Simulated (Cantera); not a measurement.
Input: 1 mol Fe3O4, 1.4 mol Cl2, equilibrated at 2.10 bar.

Cantera equilibrium calculation (NASA polynomials, part measured and part estimated; ideal gas, pure solids and liquids). Candidate condensed phases: Fe, FeCl2, FeCl3, FeO, Fe2O3, Fe3O4; 13 gas species. Equilibrium is a limit: real reactors are often held back by kinetics, nucleation or transport.

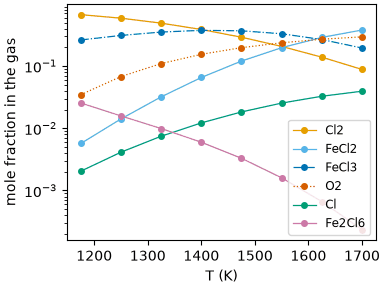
Figure: Equilibrium gas composition (values under 1e-9 drawn at 1e-9)

Q: Read off the mole fractions at 1700 K.

A: FeCl2 about 0.38, O2 about 0.29, FeCl3 about 0.19, Cl2 about 0.088, Cl about 0.039, Fe2Cl6 about 0.00024.
